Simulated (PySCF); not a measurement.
System: CaZn (charge +1, doublet).

```yaml
atoms:
  - { symbol: Ca, position_ang: [0.0000, 0.0000, -1.9993] }
  - { symbol: Zn, position_ang: [0.0000, 0.0000, 1.2497] }
```

Method: PBE0/def2-SVP, non-relativistic Hamiltonian with scalar-relativistic core potentials where named, at a bond length of 3.249 Å (PySCF 2.14.0).

**Predict the electron density, electron localisation function and spin density between the atoms.**

Ca–Zn (3.25 Å): ρ at the midpoint is about 0.11 e/Å³; the ELF peaks at about 0.60 between the atoms.
The unpaired spin (1 electron) lies mostly on Ca1 (about 0.8) and Zn2 (about 0.2), in electrons by Hirshfeld's partition.

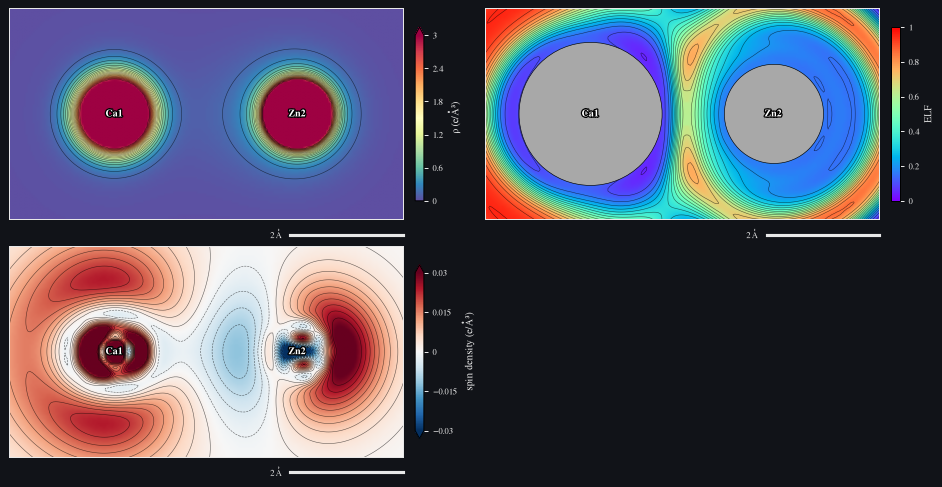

Computed electron density, electron localisation function and spin density on a plane that holds the molecular axis, in this order. Grey discs cover the atomic cores in the ELF map. 
